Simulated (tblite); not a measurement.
## Run report: SiH2O, geometry relaxation

- system: SiH2O, multiplicity 3, SMILES O[SiH]
- method: GFN2-xTB geometry optimisation, gas phase (tblite 0.8.0)

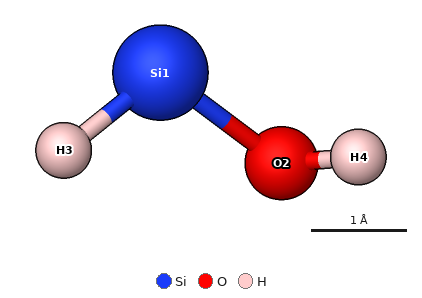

The starting structure (ball-and-stick view, seen at a tilt; atoms are numbered from 1 in the order of the input).

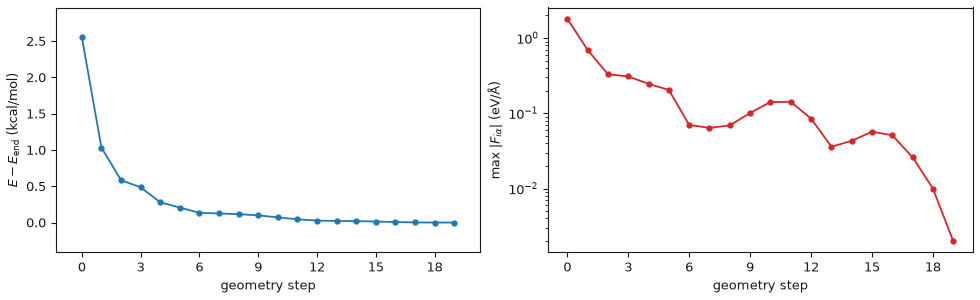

Progress of the relaxation, step by step (steps are counted from 0).

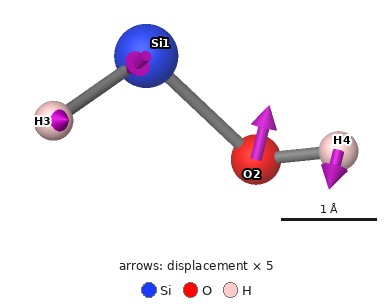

The starting structure with the displacements as pink arrows, magnified 5 times (ball-and-stick view, seen at a tilt). The two geometries are laid on each other by the best rigid fit. After 19 geometry steps the energy has fallen by 2.55 kcal/mol. Largest force component: 1.8 eV/Å at the start, 0.002 eV/Å at the end. The largest move after the best rigid fit is that of O2, 0.12 Å. Largest moves by element: O 0.12 Å, Si 0.09 Å, H 0.09 Å. Distances before and after: Si1–O2 1.714 → 1.643 Å, O2–H4 0.991 → 0.959 Å, Si1–H3 1.445 → 1.449 Å. Among the angles that change: Si1–O2–H4 110.8° → 121.9°, O2–Si1–H3 111.6° → 115.5°. (Atoms are counted from 1 in the order of the input.)

The input that produced these results follows, with the program's output.

Input file:
```
{"job": {"kind": "relax", "xc": "GFN2-xTB", "basis": "xTB"}, "charge": 0, "multiplicity": 3}
Si     0.647498     0.597592    -0.106270
O     -0.855635    -0.024803     0.433994
H      1.690933    -0.399204    -0.036874
H     -1.464754    -0.188901    -0.330763
```

The first line tells a small driver script what to run in tblite; the rest is the geometry in Å.

Run as:
```bash
OMP_NUM_THREADS=1 python <driver script> task.json out
```

What the program printed:
```
step      E/eV     max force
  0    -182.55603    1.874
  1    -182.62201    0.936
  2    -182.64148    0.385
  3    -182.64574    0.336
  4    -182.65469    0.271
  5    -182.65784    0.253
  6    -182.66100    0.085
  7    -182.66138    0.080
  8    -182.66178    0.082
  9    -182.66251    0.121
 10    -182.66370    0.179
 11    -182.66485    0.170
 12    -182.66563    0.090
 13    -182.66585    0.041
 14    -182.66592    0.044
 15    -182.66619    0.064
 16    -182.66649    0.064
 17    -182.66673    0.035
 18    -182.66679    0.012
 19    -182.66680    0.003
```

Trajectory as extended XYZ (Å, eV, eV/Å), 20 frames, from step=0 to step=19:
```
4
Properties=species:S:1:pos:R:3:forces:R:3 step=0 energy=-182.55603
Si    0.6475    0.5976   -0.1063   -0.9950  -0.4230   0.5980
O    -0.8556   -0.0248    0.4340    0.2930   0.3720  -1.8130
H     1.6909   -0.3992   -0.0369    0.0700  -0.0260  -0.0430
H    -1.4648   -0.1889   -0.3308    0.6320   0.0770   1.2590
4
Properties=species:S:1:pos:R:3:forces:R:3 step=1 energy=-182.62201
Si    0.6333    0.5916   -0.0977   -0.4270  -0.2920   0.3990
O    -0.8514   -0.0195    0.4081    0.6930   0.3990  -0.4870
H     1.6919   -0.3996   -0.0375   -0.0380   0.0510  -0.0460
H    -1.4557   -0.1878   -0.3128   -0.2280  -0.1580   0.1330
4
Properties=species:S:1:pos:R:3:forces:R:3 step=2 energy=-182.64148
Si    0.6215    0.5843   -0.0877    0.3180  -0.0110   0.1500
O    -0.8366   -0.0103    0.3924    0.0860   0.1410  -0.0710
H     1.6914   -0.3986   -0.0385   -0.0740   0.0670  -0.0500
H    -1.4582   -0.1907   -0.3060   -0.3300  -0.1970  -0.0290
4
Properties=species:S:1:pos:R:3:forces:R:3 step=3 energy=-182.64574
Si    0.6245    0.5831   -0.0840    0.3090   0.0740   0.1100
O    -0.8336   -0.0069    0.3883   -0.0640   0.0850  -0.0970
H     1.6903   -0.3975   -0.0395   -0.0110   0.0070  -0.0470
H    -1.4631   -0.1940   -0.3047   -0.2340  -0.1660   0.0340
4
Properties=species:S:1:pos:R:3:forces:R:3 step=4 energy=-182.65469
Si    0.6396    0.5832   -0.0710    0.0270   0.2460   0.0460
O    -0.8291    0.0040    0.3732   -0.2180   0.0170  -0.1150
H     1.6882   -0.3956   -0.0432    0.1930  -0.1870  -0.0360
H    -1.4806   -0.2068   -0.2989   -0.0020  -0.0750   0.1040
4
Properties=species:S:1:pos:R:3:forces:R:3 step=5 energy=-182.65784
Si    0.6453    0.5865   -0.0648   -0.0440   0.2040   0.0340
O    -0.8294    0.0091    0.3657   -0.1810   0.0220  -0.0720
H     1.6903   -0.3976   -0.0453    0.1790  -0.1760  -0.0350
H    -1.4883   -0.2133   -0.2956    0.0450  -0.0500   0.0720
4
Properties=species:S:1:pos:R:3:forces:R:3 step=6 energy=-182.66100
Si    0.6516    0.5942   -0.0557   -0.0590   0.0320   0.0240
O    -0.8317    0.0169    0.3555   -0.0650   0.0530   0.0150
H     1.6961   -0.4034   -0.0488    0.0540  -0.0560  -0.0320
H    -1.4979   -0.2230   -0.2909    0.0700  -0.0300  -0.0060
4
Properties=species:S:1:pos:R:3:forces:R:3 step=7 energy=-182.66138
Si    0.6512    0.5956   -0.0545   -0.0250  -0.0190   0.0240
O    -0.8331    0.0185    0.3550   -0.0290   0.0640   0.0370
H     1.6977   -0.4050   -0.0496    0.0050  -0.0100  -0.0310
H    -1.4977   -0.2245   -0.2907    0.0490  -0.0360  -0.0300
4
Properties=species:S:1:pos:R:3:forces:R:3 step=8 energy=-182.66178
Si    0.6503    0.5965   -0.0532    0.0120  -0.0600   0.0260
O    -0.8351    0.0211    0.3557   -0.0070   0.0690   0.0440
H     1.6991   -0.4065   -0.0511   -0.0400   0.0310  -0.0300
H    -1.4963   -0.2264   -0.2914    0.0350  -0.0400  -0.0400
4
Properties=species:S:1:pos:R:3:forces:R:3 step=9 energy=-182.66251
Si    0.6491    0.5967   -0.0500    0.0570  -0.1010   0.0270
O    -0.8392    0.0275    0.3575    0.0110   0.0660   0.0380
H     1.7009   -0.4087   -0.0543   -0.0920   0.0750  -0.0260
H    -1.4927   -0.2307   -0.2931    0.0240  -0.0400  -0.0380
4
Properties=species:S:1:pos:R:3:forces:R:3 step=10 energy=-182.66370
Si    0.6479    0.5954   -0.0431    0.0970  -0.1240   0.0240
O    -0.8470    0.0410    0.3608    0.0180   0.0450   0.0030
H     1.7027   -0.4117   -0.0611   -0.1410   0.1090  -0.0160
H    -1.4855   -0.2401   -0.2964    0.0270  -0.0290  -0.0110
4
Properties=species:S:1:pos:R:3:forces:R:3 step=11 energy=-182.66485
Si    0.6478    0.5923   -0.0349    0.0930  -0.0910   0.0170
O    -0.8551    0.0565    0.3634    0.0110   0.0090  -0.0390
H     1.7026   -0.4134   -0.0688   -0.1420   0.0920  -0.0040
H    -1.4772   -0.2507   -0.2995    0.0380  -0.0100   0.0260
4
Properties=species:S:1:pos:R:3:forces:R:3 step=12 energy=-182.66563
Si    0.6490    0.5890   -0.0297    0.0440  -0.0140   0.0090
O    -0.8589    0.0654    0.3633    0.0180  -0.0060  -0.0280
H     1.7002   -0.4129   -0.0731   -0.0850   0.0280   0.0010
H    -1.4722   -0.2568   -0.3004    0.0230  -0.0080   0.0180
4
Properties=species:S:1:pos:R:3:forces:R:3 step=13 energy=-182.66585
Si    0.6505    0.5881   -0.0280    0.0020   0.0360   0.0030
O    -0.8585    0.0671    0.3616    0.0230  -0.0040   0.0020
H     1.6979   -0.4122   -0.0739   -0.0360  -0.0190   0.0000
H    -1.4718   -0.2584   -0.2996    0.0110  -0.0140  -0.0050
4
Properties=species:S:1:pos:R:3:forces:R:3 step=14 energy=-182.66592
Si    0.6510    0.5886   -0.0273   -0.0080   0.0430   0.0010
O    -0.8582    0.0678    0.3610    0.0150  -0.0070   0.0020
H     1.6969   -0.4124   -0.0742   -0.0250  -0.0270   0.0000
H    -1.4716   -0.2594   -0.2995    0.0180  -0.0090  -0.0020
4
Properties=species:S:1:pos:R:3:forces:R:3 step=15 energy=-182.66619
Si    0.6525    0.5915   -0.0252   -0.0300   0.0570  -0.0050
O    -0.8566    0.0696    0.3598   -0.0080  -0.0130   0.0020
H     1.6916   -0.4138   -0.0753    0.0060  -0.0450  -0.0010
H    -1.4695   -0.2625   -0.2993    0.0320   0.0010   0.0030
4
Properties=species:S:1:pos:R:3:forces:R:3 step=16 energy=-182.66649
Si    0.6535    0.5960   -0.0229   -0.0370   0.0510  -0.0070
O    -0.8552    0.0718    0.3596   -0.0260  -0.0160  -0.0030
H     1.6844   -0.4166   -0.0769    0.0250  -0.0460  -0.0020
H    -1.4647   -0.2666   -0.2997    0.0380   0.0100   0.0110
4
Properties=species:S:1:pos:R:3:forces:R:3 step=17 energy=-182.66673
Si    0.6535    0.6011   -0.0212   -0.0240   0.0260  -0.0040
O    -0.8544    0.0738    0.3607   -0.0250  -0.0100  -0.0060
H     1.6772   -0.4200   -0.0786    0.0240  -0.0260  -0.0020
H    -1.4582   -0.2703   -0.3008    0.0250   0.0110   0.0120
4
Properties=species:S:1:pos:R:3:forces:R:3 step=18 energy=-182.66679
Si    0.6527    0.6026   -0.0210   -0.0080   0.0060  -0.0010
O    -0.8549    0.0745    0.3618   -0.0100  -0.0030  -0.0040
H     1.6755   -0.4212   -0.0793    0.0100  -0.0070  -0.0010
H    -1.4552   -0.2711   -0.3015    0.0090   0.0040   0.0060
4
Properties=species:S:1:pos:R:3:forces:R:3 step=19 energy=-182.66680
Si    0.6524    0.6024   -0.0210   -0.0010   0.0000   0.0000
O    -0.8555    0.0747    0.3621   -0.0020   0.0000  -0.0020
H     1.6760   -0.4213   -0.0794    0.0010  -0.0010   0.0000
H    -1.4549   -0.2710   -0.3016    0.0010   0.0010   0.0020
```

Summary:

| quantity | value |
| --- | --- |
| outcome | converged |
| total energy | −182.6668 eV |
| hardware | 1 CPU thread, shared host |
| peak memory | 0.18 GiB |
